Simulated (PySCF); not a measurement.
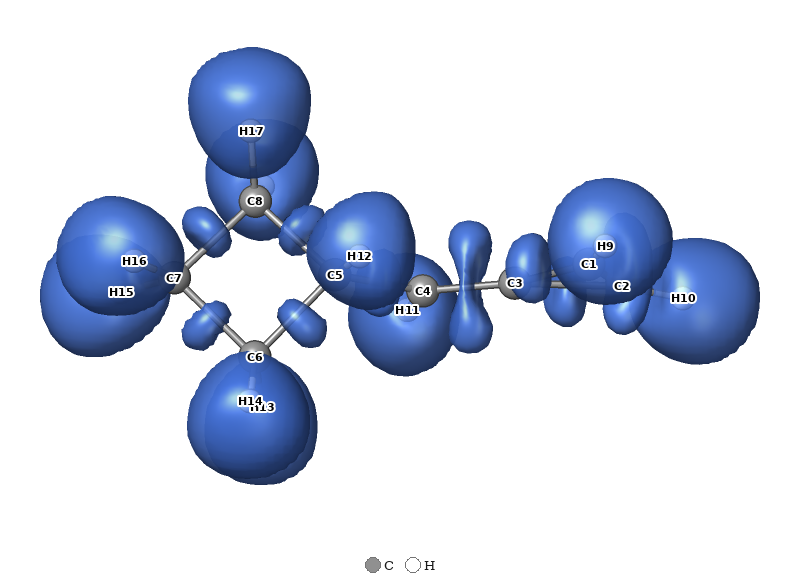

*C8H10 (SMILES C1=CC1=CC1CCC1). Isosurface of the electron localisation function at 0.85 (blue), seen from one side. Core shells and regions of very low density are left out.*

Geometry: GFN2-xTB.

All numbers below come from PBE0/def2-SVPD, SCF density, gas phase (PySCF).

Input

```
{"job": {"kind": "uv", "xc": "PBE0", "basis": "def2-SVPD", "nstates": 6, "ntriplets": 2}, "charge": 0, "multiplicity": 1}
C      3.118153     0.446891    -0.326121
C      3.444186    -0.783388     0.033279
C      2.033372    -0.441431     0.054604
C      0.764518    -0.706513     0.256477
C     -0.330438     0.285238     0.039657
C     -1.330299     0.486606     1.200434
C     -2.494407     0.339193     0.210935
C     -1.509297    -0.165287    -0.852070
H      3.429169     1.408903    -0.655884
H      4.199514    -1.514108     0.194419
H      0.463714    -1.689570     0.594103
H      0.092026     1.232814    -0.298749
H     -1.286623    -0.325319     1.923886
H     -1.261754     1.435024     1.729806
H     -3.282431    -0.354401     0.498504
H     -2.946355     1.293414    -0.052443
H     -1.572512     0.304309    -1.831544
H     -1.539295    -1.246060    -0.977606
```

Command:

```sh
OMP_NUM_THREADS=1 python probes_run.py task.json out
```

Describe the localisation domains.

Answer. The surface consists of nine regions between bonded C–C atoms (shared pairs) and ten regions around hydrogen nuclei.

Values along the shortest contacts:
C–C (1.31 Å): the ELF peaks at about 0.90 between the atoms; a multiple bond. C–H (1.06 Å): the ELF climbs to about 1 towards the hydrogen, as it does in any bond to H; a covalent bond by its length.
